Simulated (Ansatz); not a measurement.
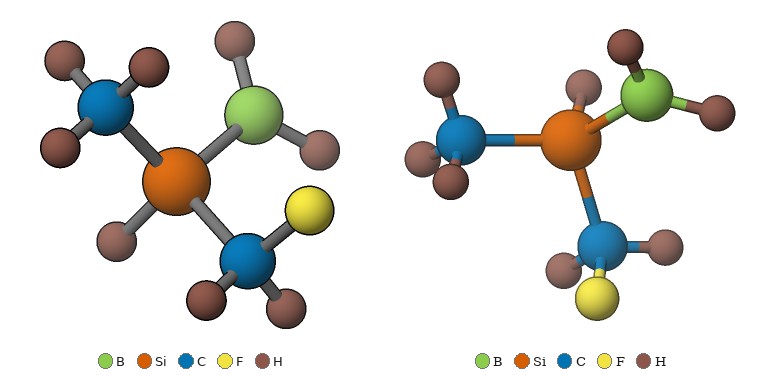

Both panels show the same species.

Count the atoms of each element.

Answer. C₂H₈BFSi, 13 atoms: 2 carbon, 8 hydrogen, 1 boron, 1 fluorine and 1 silicon.

Which point group does it belong to?

Answer. C1.

Does it have rings?

Answer. It has no ring.

Write the SMILES.

Answer. B[Si@H](C)CF

More results for the same structure follow; atom numbers are the same in all pictures, views and colours differ. Computed geometry: PBE0-D4/def2-TZVP optimisation. No frequency run is at hand to confirm it as a minimum.

### Shape

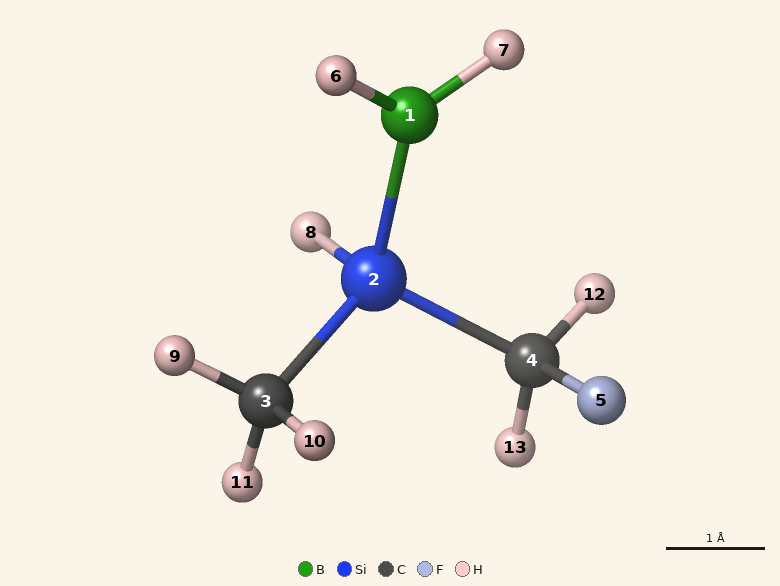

No frequency run is at hand to confirm it as a minimum.

Give these bond angles: B1–Si2–C4, B1–Si2–H8, Si2–B1–H6, Si2–B1–H7, Si2–C3–H9, Si2–C3–H10, Si2–C3–H11, Si2–C4–H13, C3–Si2–C4, C3–Si2–H8, C4–Si2–H8, F5–C4–H12.

```tsv
angle	degrees
B1–Si2–C4	111.0
B1–Si2–H8	104.8
Si2–B1–H6	122.3
Si2–B1–H7	120.7
Si2–C3–H9	110.9
Si2–C3–H10	110.3
Si2–C3–H11	111.3
Si2–C4–H13	112.2
C3–Si2–C4	109.7
C3–Si2–H8	110.1
C4–Si2–H8	105.6
F5–C4–H12	107.9
```

### Dipole moment

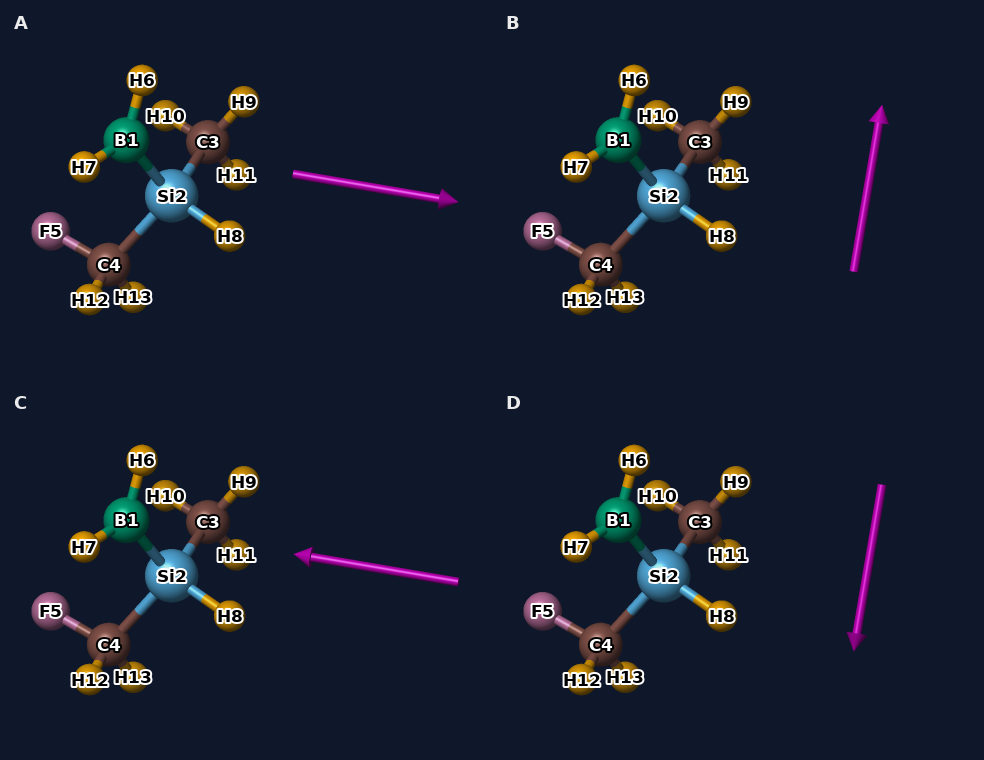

The same molecule four times, each with an arrow. No frequency run is at hand to confirm it as a minimum. Properties computed with RKS ωB97M-V/def2-TZVPP (Ansatz 0.2.0).

Which arrow points along the dipole moment, from the negative to the positive end?

Answer. A. The dipole moment is 1.35 D; it points from the side of F5 to the side of H8 (the outermost atoms at the two ends).

### Levels of theory compared

No frequency run is at hand to confirm it as a minimum. Program: Ansatz 0.2.0.

At this fixed geometry, give HOMO–LUMO gap (eV), HOMO energy (eV) at these levels: B3LYP-D4/def2-TZVPP; PBE-D4/def2-TZVPP; PBE0-D4/def2-TZVPP; r2SCAN-D4/def2-TZVPP; ωB97M-V/def2-TZVPP; ωB97X-V/def2-TZVPP.

```json
{"level": "B3LYP-D4/def2-TZVPP", "HOMO–LUMO gap (eV)": "5.29", "HOMO energy (eV)": "−7.86"}
{"level": "PBE-D4/def2-TZVPP", "HOMO–LUMO gap (eV)": "3.35", "HOMO energy (eV)": "−6.73"}
{"level": "PBE0-D4/def2-TZVPP", "HOMO–LUMO gap (eV)": "5.68", "HOMO energy (eV)": "−8.04"}
{"level": "r2SCAN-D4/def2-TZVPP", "HOMO–LUMO gap (eV)": "3.97", "HOMO energy (eV)": "−7.01"}
{"level": "ωB97M-V/def2-TZVPP", "HOMO–LUMO gap (eV)": "9.83", "HOMO energy (eV)": "−10.24"}
{"level": "ωB97X-V/def2-TZVPP", "HOMO–LUMO gap (eV)": "10.28", "HOMO energy (eV)": "−10.43"}
```

### Charges

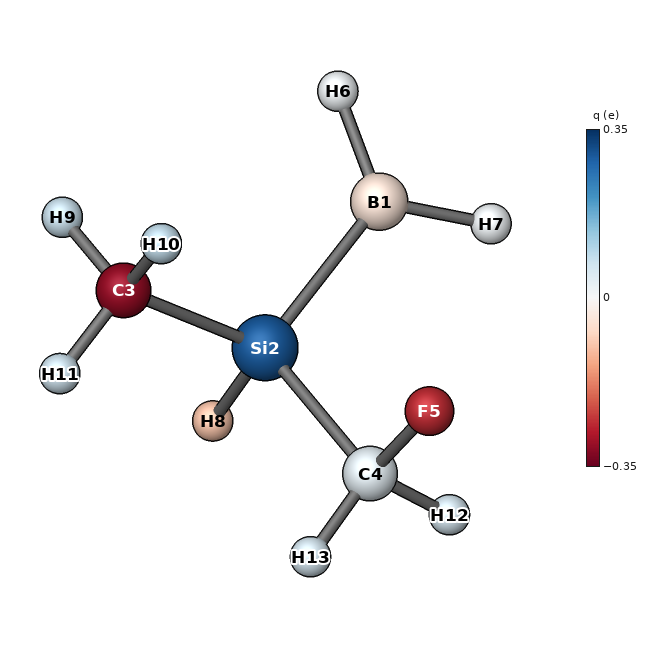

Atoms are coloured by their Mulliken charges. No frequency run is at hand to confirm it as a minimum. Level of theory: RKS r2SCAN-D4/def2-TZVPP (Ansatz 0.2.0).

Which atom carries the highest charge (most positive or least negative)?

Answer. Si2 (0.29 e).

And the lowest?

Answer. C3 (−0.31 e).

List the Mulliken charges.

| atom | value (e) |
| --- | --- |
| B1 | −0.04 |
| Si2 | 0.29 |
| C3 | −0.31 |
| C4 | 0.03 |
| F5 | −0.26 |
| H6 | 0.02 |
| H7 | 0.01 |
| H8 | −0.10 |
| H9 | 0.08 |
| H10 | 0.08 |
| H11 | 0.07 |
| H12 | 0.06 |
| H13 | 0.06 |

Mulliken values depend strongly on the basis set and can even reverse the polarity of a bond.
